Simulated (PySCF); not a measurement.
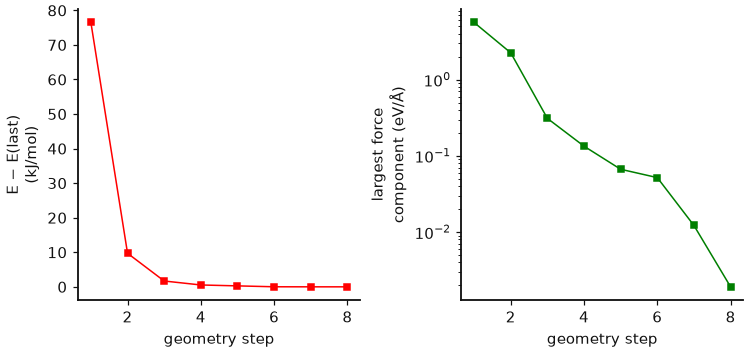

History of a geometry optimisation. The start has point group C2v, which is kept. A held symmetry can leave a saddle point.

The run: MoOBr2 molecule, by RKS-based PBE0, Mo def2-SVP with ECP28, O def2-SVP, Br def2-SVP; non-relativistic Hamiltonian with scalar-relativistic core potentials; density fitting (PySCF 2.14.0).

### How did it end, and what did it gain?

The optimisation met its thresholds at geometry 8, counting the start as the first. The energy fell by about 77 kJ/mol from the first step to the last. The largest force component goes from about 5.6 eV/Å at the start to 1.9 × 10⁻³ eV/Å at the end.
